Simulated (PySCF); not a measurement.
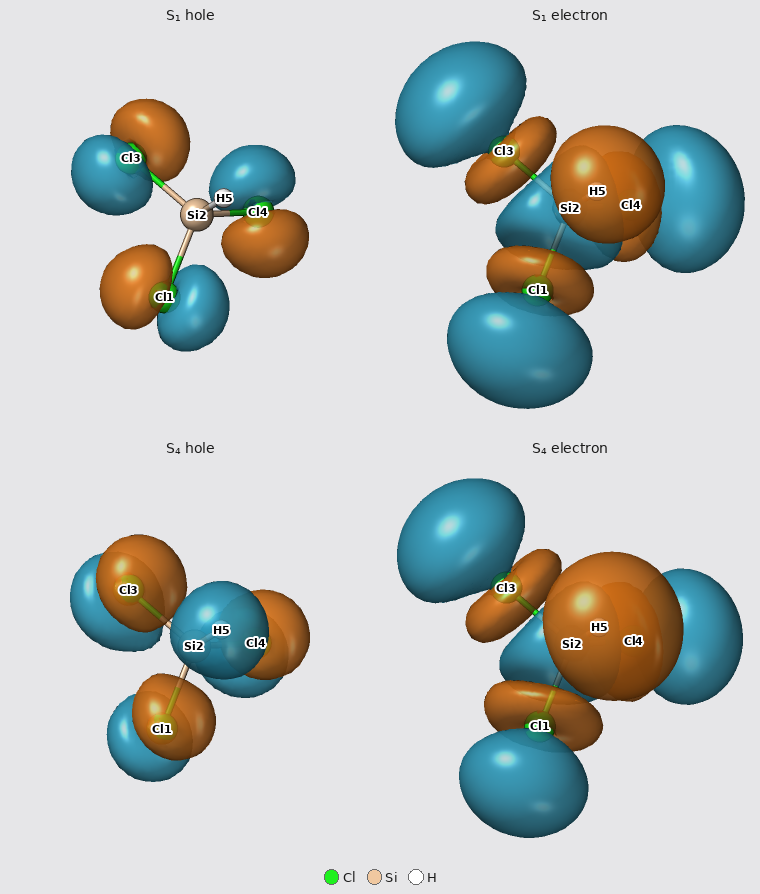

Cl₃HSi, SMILES `Cl[SiH](Cl)Cl`. Leading natural transition orbitals (TDA singlet states).

Method: CAM-B3LYP/aug-cc-pVDZ; geometry: GFN2-xTB; program: PySCF. No frequency check shows the geometry to be a minimum. GFN2-xTB bond lengths at metals and heavier atoms can be off by up to 0.1 Å and shapes distorted, which carries into these values.

Geometry (Å), atoms numbered from 1:

```
Cl1     -0.5085    1.8272    0.1730
Si2      0.0002   -0.0008   -0.4924
Cl3     -1.3287   -1.3533    0.1734
Cl4      1.8370   -0.4731    0.1734
H5      -0.0003   -0.0020   -1.9431
```

> Give the energy and character of each state.

By state:
- S₁: 8.03 eV (154 nm), f = 0.000 (dark), partly diffuse acceptor orbital; the leading pair carries 94 %; hole on Cl1, Cl3 and Cl4 (32 % each), electron on Si2 (32 %) and Cl1, Cl3 and Cl4 (21 % each) (atom shares of so diffuse an orbital are rough); their centroids lie 0.1 Å apart.
- S₄: 8.35 eV (148 nm), f = 0.079, partly diffuse acceptor orbital; the leading pair carries 94 %; hole on Cl3 (29 %), Cl1 and Cl4 (21 % each) and H5 (15 %), electron on Si2 (33 %), Cl3 and Cl4 (21 % each) and Cl1 (19 %) (atom shares of so diffuse an orbital are rough); their centroids lie 0.2 Å apart; S₂ and S₃ lie within 0.1 eV of it.

Cost of the run: 4.5 min on 1 thread of AMD EPYC 7571, with other jobs on the host, peak memory 0.63 GiB.
